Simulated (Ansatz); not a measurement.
**SiH2O (oxosilane) at 6 levels**

Wanted: a comparison of 6 runs (HF/STO-3G, PBE/STO-3G, UB3LYP/STO-3G, UPBE0/STO-3G, wB97X/STO-3G, CCSDT/STO-3G) of SiH2O (oxosilane). 

The results are computed with Ansatz 0.2.0.

61 further runs of the same task are left out: 9 that didn't finish, 52 set aside as unsound or not needed.

### 1 Starting point

The species is SiH2O (4 atoms), meant as a singlet with charge 0. As SMILES, `O=[SiH2]`. The Si2–O1 distance was set to 1.895 Å, away from the relaxed value.

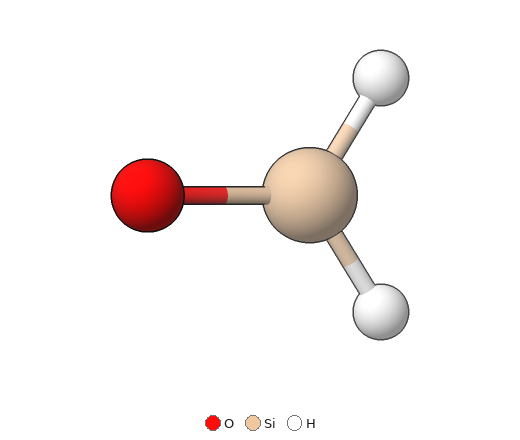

Viewed from a chosen angle; oxygen red, silicon light orange, hydrogen white.

### 2 A single-point energy at HF/STO-3G (run 1)

Contents of in.yaml:

```yaml
crystal:
  periodic: [false, false, false]
  atoms:
    - {symbol: O, position_ang: [-0.352327, 0.514428, 1.828160]}
    - {symbol: Si, position_ang: [-0.006700, 0.009800, 0.034900]}
    - {symbol: H, position_ang: [0.439900, -1.346000, -0.376200]}
    - {symbol: H, position_ang: [-0.150000, 0.922700, -1.128300]}
basis:
  gaussian:
    orbitals: STO-3G
hamiltonian:
  xc: hf
accuracy: high
```

Launch:

```console
ansatz run in.yaml --threads 1 --pin off --max-ram 2610MiB --events-out events.jsonl --progress --plain --runs-dir runs
```

Standard output:

```text
Warning: RAYON_NUM_THREADS=1 ignored (pool sized by the plan → 1); use --threads N
Functional definition: HF
  name "HF"
  exchange = exact_x
  correlation = 0
267 factors; integrals over basis functions are off by at most 2.6e-8 eV
mean field evaluation 1: about -9797.5520 eV, gradient 4.1e1 eV
mean field evaluation 2: about -9797.5601 eV, gradient 4.1e1 eV
mean field evaluation 4: about -9807.1723 eV, gradient 7.5e0 eV
mean field evaluation 8: about -9807.5980 eV, gradient 3.5e-1 eV
mean field evaluation 16: about -9807.5914 eV, gradient 1.0e-8 eV
mean field -9807.59141082 eV, -360.4223365236 hartree, gradient 1.0e-8 eV, S^2 0.000000; 0 other end points of the search recorded, 0 dependent functions left out
reference -9807.59141082 eV, -360.4223365236 hartree; 12, 12 occupied and 4, 4 virtual orbitals, 267 factors
Total energy: -9807.59141082 eV, -360.4223365236 hartree
```

Run time: 0.08 s. Hardware: 1 thread of Arm Neoverse V1, shared host.

### 3 The energy at PBE/STO-3G (run 2)

Contents of run.yaml:

```yaml
crystal:
  periodic: [false, false, false]
  atoms:
    - symbol: O
      position_ang: [-0.352327, 0.514428, 1.828160]
    - symbol: Si
      position_ang: [-0.006700, 0.009800, 0.034900]
    - symbol: H
      position_ang: [0.439900, -1.346000, -0.376200]
    - symbol: H
      position_ang: [-0.150000, 0.922700, -1.128300]
basis:
  gaussian:
    orbitals: STO-3G
hamiltonian:
  xc: pbe
accuracy: high
```

Launch:

```console
ansatz run run.yaml --threads 1 --pin off --max-ram 2610MiB --events-out events.jsonl --progress --plain --runs-dir runs
```

Standard output:

```text
Warning: RAYON_NUM_THREADS=1 ignored (pool sized by the plan → 1); use --threads N
Functional definition: PBE
  name "PBE"
  parameter kappa = 0.804
  parameter beta = 0.06672455060314922
  exchange = pbe_x(kappa = kappa, mu = beta*pi^2/3)
  correlation = pbe_c(beta = beta)
267 factors; integrals over basis functions are off by at most 2.6e-8 eV
mean field evaluation 1: about -9817.4079 eV, gradient 4.5e1 eV
mean field evaluation 2: about -9655.1447 eV, gradient 1.1e2 eV
mean field evaluation 4: about -9813.0088 eV, gradient 4.9e1 eV
mean field evaluation 8: about -9827.3192 eV, gradient 1.4e-1 eV
mean field evaluation 16: about -9817.6888 eV, gradient 6.1e0 eV
mean field -9827.31934409 eV, -361.1473246992 hartree, gradient 6.1e-9 eV, S^2 0.000000; 1 other end points of the search recorded, 0 dependent functions left out
reference -9827.31934555 eV, -361.1473247527 hartree; 12, 12 occupied and 4, 4 virtual orbitals, 267 factors
Total energy: -9827.31934555 eV, -361.1473247527 hartree
```

Run time: 0.97 s. Hardware: 1 thread of Arm Neoverse V1, shared host.

### 4 The energy at UB3LYP/STO-3G (run 3)

Contents of molecule.yaml:

```yaml
crystal:
  periodic: [false, false, false]
  atoms:
    - {symbol: O, position_ang: [-0.352327, 0.514428, 1.828160]}
    - {symbol: Si, position_ang: [-0.006700, 0.009800, 0.034900]}
    - {symbol: H, position_ang: [0.439900, -1.346000, -0.376200]}
    - {symbol: H, position_ang: [-0.150000, 0.922700, -1.128300]}
basis:
  gaussian:
    orbitals: STO-3G
hamiltonian:
  xc: {name: B3LYP}
accuracy: high
magnetization:
  spin_polarized: true
```

Launch:

```console
ansatz run molecule.yaml --threads 1 --pin off --max-ram 2610MiB --events-out events.jsonl --progress --plain --runs-dir runs
```

Standard output:

```text
Warning: RAYON_NUM_THREADS=1 ignored (pool sized by the plan → 1); use --threads N
Functional definition: B3LYP
  name "B3LYP"
  parameter a0 = 0.2
  parameter ax = 0.72
  parameter ac = 0.81
  exchange = (1 - a0 - ax)*slater_x + ax*b88_x + a0*exact_x
  correlation = (1 - ac)*vwn_rpa_c + ac*lyp_c
267 factors; integrals over basis functions are off by at most 2.6e-8 eV
mean field evaluation 1: about -9823.1156 eV, gradient 3.2e1 eV
mean field evaluation 2: about -9669.4663 eV, gradient 8.4e1 eV
mean field evaluation 4: about -9825.9644 eV, gradient 2.8e1 eV
mean field evaluation 8: about -9826.5515 eV, gradient 2.7e1 eV
mean field evaluation 16: about -9833.5680 eV, gradient 7.8e-1 eV
mean field evaluation 32: about -9832.8931 eV, gradient 5.0e0 eV
mean field -9833.62213717 eV, -361.3789480724 hartree, gradient 1.4e-8 eV, S^2 0.419223; 4 other end points of the search recorded, 0 dependent functions left out
reference -9833.62215983 eV, -361.3789489051 hartree; 12, 12 occupied and 4, 4 virtual orbitals, 267 factors
Total energy: -9833.62215983 eV, -361.3789489051 hartree
```

It took 2.7 s on 1 thread of Arm Neoverse V1, shared host; peak memory 0.12 GiB.

Runs 4 to 5 aren't shown in full; the table further down has their settings and results.

### 5 The energy at CCSDT/STO-3G (run 6)

Contents of input.yaml:

```yaml
crystal:
  periodic: [false, false, false]
  atoms:
    - {symbol: O, position_ang: [-0.352327, 0.514428, 1.828160]}
    - {symbol: Si, position_ang: [-0.006700, 0.009800, 0.034900]}
    - {symbol: H, position_ang: [0.439900, -1.346000, -0.376200]}
    - {symbol: H, position_ang: [-0.150000, 0.922700, -1.128300]}
basis:
  gaussian: {orbitals: STO-3G}
correlation: {method: ccsdt, frozen_orbitals: {H: 0, O: 1, Si: 5}}
accuracy: high
scf: {omitted_lower_state_checks: [cluster_reference, increment]}
```

Launch:

```console
ansatz run input.yaml --threads 1 --pin off --max-ram 2610MiB --events-out events.jsonl --progress --plain --runs-dir runs
```

Standard output:

```text
Warning: RAYON_NUM_THREADS=1 ignored (pool sized by the plan → 1); use --threads N
[... 4 set-up lines as earlier in the session ...]
these checks for a lower state are left out or cut short: cluster_reference, increment
267 factors; integrals over basis functions are off by at most 2.6e-8 eV
mean field evaluation 1: about -9797.5520 eV, gradient 4.1e1 eV
mean field evaluation 2: about -9797.5601 eV, gradient 4.1e1 eV
mean field evaluation 4: about -9807.1723 eV, gradient 7.5e0 eV
mean field evaluation 8: about -9807.5980 eV, gradient 3.5e-1 eV
mean field evaluation 16: about -9807.5914 eV, gradient 1.0e-8 eV
mean field evaluation 32: about -9807.5537 eV, gradient 3.4e-1 eV
mean field -9807.59141082 eV, -360.4223365236 hartree, gradient 1.0e-8 eV, S^2 0.000000; 1 other end points of the search recorded, 0 dependent functions left out; unrestricted orbitals would lower it
6 core orbitals not correlated: weight in the atoms' cores, before any rotation towards them, 1.000 or more for the frozen orbitals, at most 0.000 for the correlated occupied ones
reference -9807.59141082 eV, -360.4223365236 hartree; 6, 6 occupied and 4, 4 virtual orbitals, 267 factors
second order -3.14165717 eV of doubles, -0.00000000 eV of singles
cycle   1  -3.25646378 eV  change   -1.1e-1 eV  update   2.6e-1
cycle   2  -4.00973037 eV  change   -7.5e-1 eV  update   1.8e-1
cycle   3  -4.94179687 eV  change   -9.3e-1 eV  update   1.2e-1
cycle   4  -5.06797955 eV  change   -1.3e-1 eV  update   5.7e-2
cycle   5  -4.95842306 eV  change    1.1e-1 eV  update   4.2e-2
cycle   6  -5.10716977 eV  change   -1.5e-1 eV  update   1.9e-2
cycle   7  -5.16297733 eV  change   -5.6e-2 eV  update   8.6e-3
cycle   8  -5.14725309 eV  change    1.6e-2 eV  update   5.0e-3
cycle   9  -5.13820725 eV  change    9.0e-3 eV  update   1.7e-3
cycle  10  -5.14768971 eV  change   -9.5e-3 eV  update   1.1e-3
cycle  11  -5.14510028 eV  change    2.6e-3 eV  update   4.0e-4
cycle  12  -5.14675197 eV  change   -1.7e-3 eV  update   3.3e-4
cycle  13  -5.14664955 eV  change    1.0e-4 eV  update   4.9e-5
cycle  14  -5.14664731 eV  change    2.2e-6 eV  update   2.4e-5
cycle  15  -5.14661663 eV  change    3.1e-5 eV  update   1.3e-5
cycle  16  -5.14661558 eV  change    1.0e-6 eV  update   5.4e-6
cycle  17  -5.14661864 eV  change   -3.1e-6 eV  update   3.0e-6
cycle  18  -5.14661763 eV  change    1.0e-6 eV  update   1.2e-6
cycle  19  -5.14661709 eV  change    5.4e-7 eV  update   6.9e-7
cycle  20  -5.14661581 eV  change    1.3e-6 eV  update   3.5e-7
cycle  21  -5.14661640 eV  change   -6.0e-7 eV  update   1.5e-7
cycle  22  -5.14661719 eV  change   -7.9e-7 eV  update   4.4e-7
cycle  23  -5.14661734 eV  change   -1.4e-7 eV  update   1.9e-7
cycle  24  -5.14661775 eV  change   -4.1e-7 eV  update   1.2e-7
cycle  25  -5.14661782 eV  change   -7.2e-8 eV  update   4.7e-8
cycle  26  -5.14661785 eV  change   -2.9e-8 eV  update   2.3e-8
cycle  27  -5.14661787 eV  change   -2.8e-8 eV  update   1.3e-8
cycle  28  -5.14661788 eV  change   -5.9e-9 eV  update   7.8e-9
cycle  29  -5.14661788 eV  change   -4.8e-9 eV  update   2.2e-9
cycle  30  -5.14661788 eV  change   2.1e-10 eV  update   1.1e-9
cycle  31  -5.14661788 eV  change    1.1e-9 eV  update  6.3e-10
cycle  32  -5.14661788 eV  change   3.4e-10 eV  update  3.9e-10
Total energy: -9812.73802871 eV, -360.6114712423 hartree
Checks for a lower state left out: cluster_reference, increment
```

Run time: 0.2 s. Hardware: 1 thread of Arm Neoverse V1, shared host.

### 6 Overview of the runs

| run | level | frozen core orbitals | energy (Eh) | wall time |
| --- | --- | --- | --- | --- |
| 1 | HF/STO-3G | – | -360.422337 | 0.08 s |
| 2 | PBE/STO-3G | – | -361.147325 | 0.97 s |
| 3 | UB3LYP/STO-3G | – | -361.378949 | 2.7 s |
| 4 | UPBE0/STO-3G | – | -361.185151 | 3.3 s |
| 5 | wB97X/STO-3G | – | -361.335124 | 3.3 s |
| 6 | CCSDT/STO-3G | 6 | -360.611471 | 0.2 s |

### 7 What came out

| quantity | value |
| --- | --- |
| run 6: total energy | -360.61147 Eh |
| run 6: correlation energy (6 core orbitals frozen) | -189.1 mEh |
| run 6: T1 diagnostic | 0.111 |

In words: Totals of different functionals can't be ranked against each other. In run 6 the log says that unrestricted orbitals would lower the reference, so the values rest on an unstable closed-shell determinant (other closed-shell runs at this shape may share the fault). In runs 1, 2, 3, 4, 5, 6 the basis is minimal, so the values are rough. Spin contamination of the reference: run 4 ⟨S²⟩ = 0.54, run 3 ⟨S²⟩ = 0.42. All runs together took 11 s, the longest 3.3 s.
